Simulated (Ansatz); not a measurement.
# HfSi$_{2}$: what the fields show

Input file:

```
crystal:
  periodic: [false, false, false]
  atoms:
    - {symbol: Hf, position_ang: [1.273413, 0.610460, 0.268951]}
    - {symbol: Si, position_ang: [-1.098309, 0.230888, 0.834282]}
    - {symbol: Si, position_ang: [-0.175104, -0.841347, -1.103233]}
basis:
  gaussian: {orbitals: def2-TZVP, initial_orbitals: start.molden}
hamiltonian: {xc: pbe0, dispersion: d4}
output: {orbitals: {seedname: orbitals}}
```

Launched as:

```sh
ansatz run in.yaml --threads 4 --pin off --events-out ev --progress --plain --max-ram 3916MiB
```

Geometry: PBE-D4/def2-TZVP; core potentials replace the inner electrons of Hf.

The calculation used Ansatz, RKS PBE0-D4/def2-TZVP.

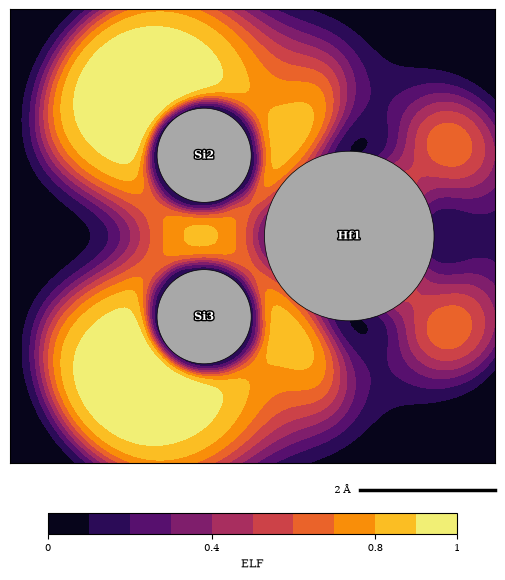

Figure 1. Electron localisation function on the molecular plane. Grey discs cover the atomic cores.

> Describe what can be read from this map.

Atoms in the plane: Hf and Si.
Si–Si (2.40 Å): the ELF peaks at about 0.80 between the atoms (a covalent bond).
Hf–Si (2.47 Å): the ELF peaks at about 0.70 in the valence shell of Si, 1.0 Å from its nucleus, and is about 0.50 at the midpoint.

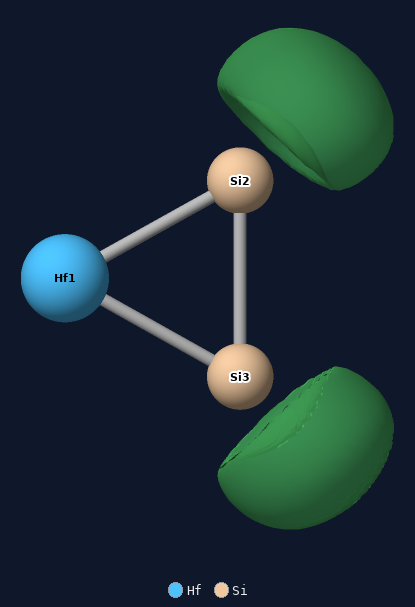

Figure 2. Isosurface of the electron localisation function at 0.9 (green), seen across its widest extent. Core shells and regions of very low density are left out.

> Where are the electrons localised?

At this value the surface marks out two lobes on Si, pointing away from the bonds (lone pairs).

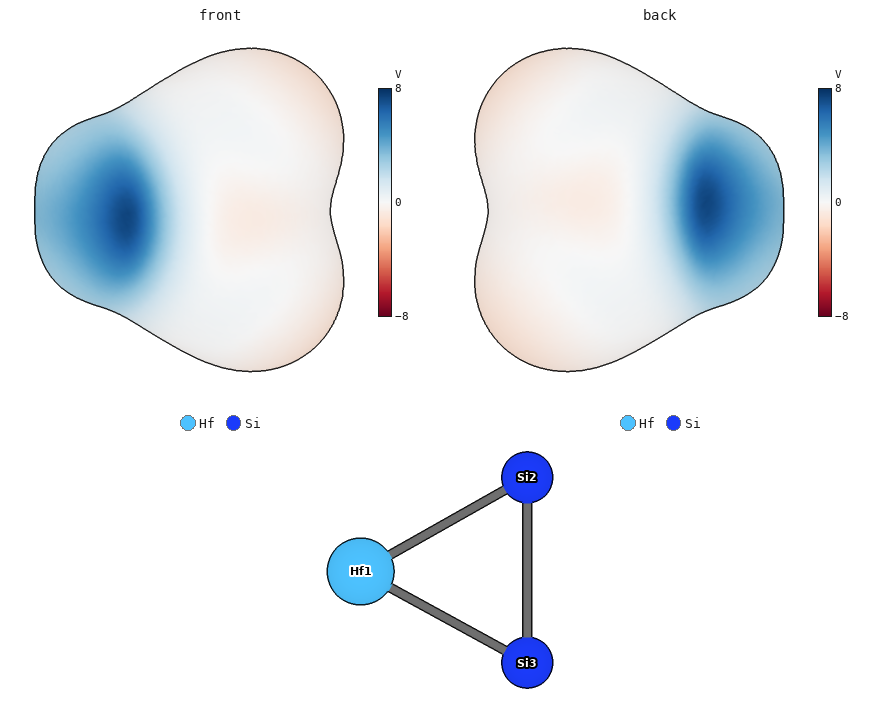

Figure 3. The electrostatic potential painted on the density surface at 0.004 e/bohr³, seen from the front and from behind; the colour scale runs from red (negative) to blue (positive). The bare structure is drawn below in the same view.

> Where is the surface potential most negative and most positive?

The most negative region (about −1.2 V) lies over Si2 and Si3, the most positive (about +7.1 V) over Hf1.
